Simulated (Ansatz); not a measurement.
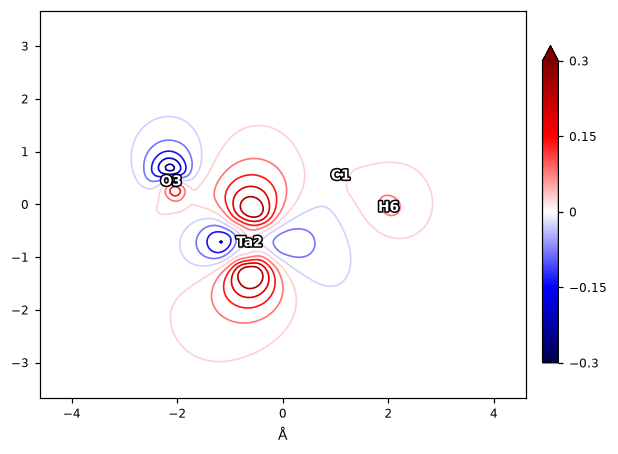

Figure. CH₄FOSTa. The LUMO on the plane of atoms Ta2, C1 and H6 (values in Å⁻³ᐟ²; the overall sign is arbitrary).

Geometry: PBE0-D4/def2-TZVP; core potentials replace the inner electrons of Ta.

Theory: RKS PBE0-D4/def2-TZVPP in Ansatz 0.2.0.

```yaml
atoms:
  - { symbol: C, position_ang: [-0.8052, -0.1843, 1.0928] }
  - { symbol: Ta, position_ang: [0.1050, 0.2098, -0.8015] }
  - { symbol: O, position_ang: [1.9164, 0.5546, -0.4400] }
  - { symbol: F, position_ang: [-0.8058, 1.6502, -1.5762] }
  - { symbol: S, position_ang: [-0.1381, -1.6185, -1.9233] }
  - { symbol: H, position_ang: [-1.8690, -0.4077, 0.9664] }
  - { symbol: H, position_ang: [-0.3402, -1.0409, 1.5882] }
  - { symbol: H, position_ang: [-0.7023, 0.6946, 1.7405] }
  - { symbol: H, position_ang: [2.7276, 0.0959, -0.6639] }
```

**Describe this orbital and give its energy.**

It lies mainly on Ta2 (about 65 %), S5 (about 15 %) and F4 (about 5 %). Its energy is −1.62 eV.
